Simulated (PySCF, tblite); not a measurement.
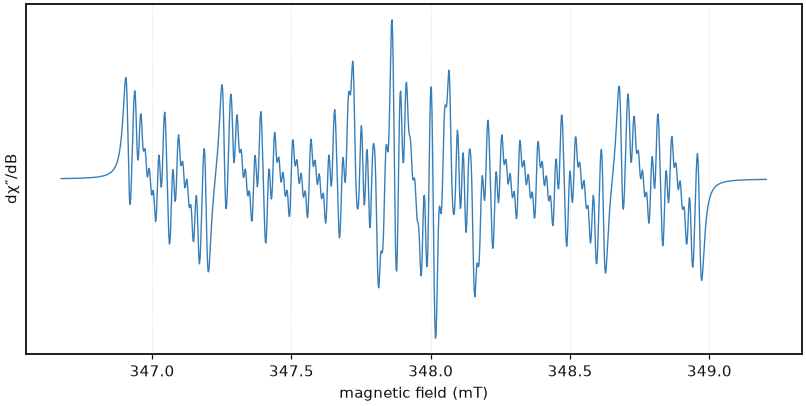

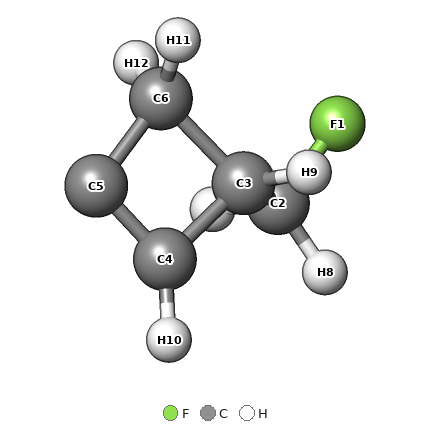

First-order isotropic EPR spectrum (fast tumbling, first derivative) of C₅H₆F, SMILES FC[C@@H]1C=[C]C1, doublet at 9.75 GHz, Lorentzian lines of 0.03 mT full width at half height, from computed g and hyperfine couplings (B3LYP/pcH-1 in PySCF 2.14.0, at a GFN2-xTB geometry (a minimum by its frequencies), gas phase); values of one conformer, averaged over methyl-type rotors alone; other conformers aren't averaged in; no vibrational averaging; dilute isotopes left out. The SMILES is one Lewis form and needn't show where the spin sits.

> Which couplings does the calculation give? The spectrum shows the sizes of those above the line width, not their signs.

```
nuclei  isotope  a (mT)  a (MHz)
    H9       ¹H    0.81     22.8
   H10       ¹H    0.61     17.2
    F1      ¹⁹F    0.35      9.7
    H8       ¹H    0.14      3.8
    H7       ¹H    0.07      1.9
   H12       ¹H   −0.05     −1.3
   H11       ¹H   −0.03     −0.8
```

> What is the g value, and how wide is the spectrum?

g_iso = 2.0021, which centres the spectrum at 347.9 mT; it spans 2.1 mT.

Note: the tight-binding geometry is rougher than a DFT one and adds to the error.
